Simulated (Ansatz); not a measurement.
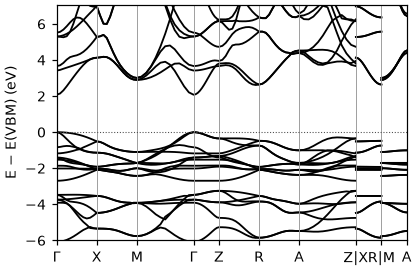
Band structure from the program Ansatz at the r²SCAN+D4 level (PAW)

**Question.** Read off the gap and where the band edges lie.

**Answer.** About 2.1 eV (2.08 eV by a search for the band edges); maximum at Γ, minimum at Γ.

The material is CuI in space group P4/nmm (No. 129; Cu on 2a, I on 2c).

The first step of the workflow began from a Materials Project structure, measured or hypothetical; the Crystallography Open Database copy checked does not list it. It is not the phase usual at ambient conditions (space group No. 216). The r²SCAN+D4 relaxation kept the symmetry of its start; whether a distortion lowers the energy is not shown. The run is not spin-polarised. Spin–orbit coupling is left out wherever it is not named.

Potentials: the later of the program's two PAW sets.
